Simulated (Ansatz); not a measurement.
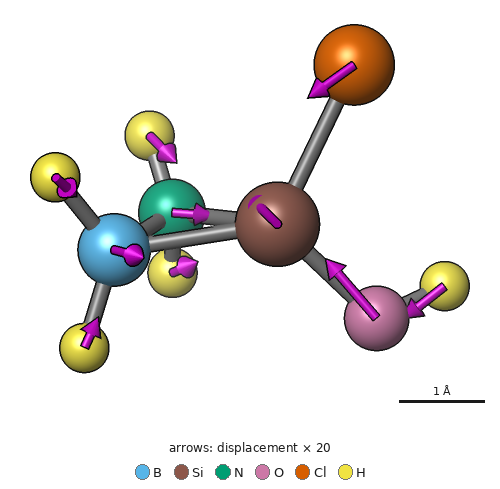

A relaxation of BSiNH5OCl. The starting structure is drawn; purple arrows show the displacements, 20 times their true length. The two geometries are superimposed by the best rigid fit.

A ball-and-stick model, seen face on.

The start comes from PBE-D4/def2-SVP.

Computed with RKS PBE0-D4/def2-TZVP (Ansatz). Set-up: force threshold 0.005 eV/Å; at most 150 steps.

What happened in the run?

The atom that moves furthest after the best rigid fit is the Si atom (0.057 Å). Largest moves by element: Si 0.057 Å, O 0.048 Å, Cl 0.036 Å, B 0.034 Å, H 0.032 Å, N 0.026 Å. Among the contacts that change: N–Si 1.922 → 1.851 Å, O–Si 1.674 → 1.634 Å, Cl–Si 2.100 → 2.066 Å, B–Si 1.962 → 1.934 Å. Bond angles that change, for instance: Si–O–H 114.7° → 117.5°, Si–B–N 63.8° → 61.4°, B–Si–N 49.9° → 52.0°. Over 8 geometry steps the energy falls by 1.93 kcal/mol. Largest force component: 0.89 eV/Å at the start, 0.0037 eV/Å at the end. The run took 29 s on 4 threads of Arm Neoverse V2 (shared host).
